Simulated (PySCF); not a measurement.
Molecule: SMILES O(C)[SiH]([GeH3])[GeH3] (CH10Ge2OSi). Atoms near the plane z = 0.0 Å, at the GFN2-xTB optimised geometry (x, y, z in Å): Si1 (1.2, 0.0, 0.0), Ge3 (-1.1, 0.0, 0.0), O4 (1.8, 1.1, -1.0), H6 (1.7, -1.3, -0.4), H11 (-1.8, 1.3, 0.0).

Calculation: PBE0/def2-TZVP run with PySCF. Cells within 0.4 Å of a nucleus heavier than hydrogen are left out (blank, or x). The values are rescaled to run from 0 to 1.

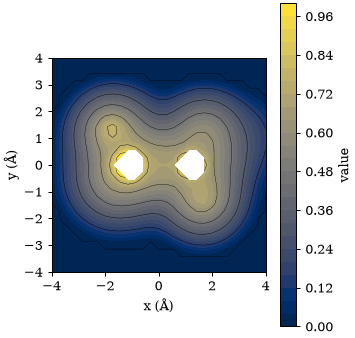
Figure. a field on the plane z = 0.0 Å.

Question: Which quantity is mapped?
A) log10 of the electron density
B) electrostatic potential
C) Laplacian of the electron density
D) an orbital amplitude

Answer: A, log10 of the electron density. In full: log10 of the electron density (e/bohr³), floored at −4.
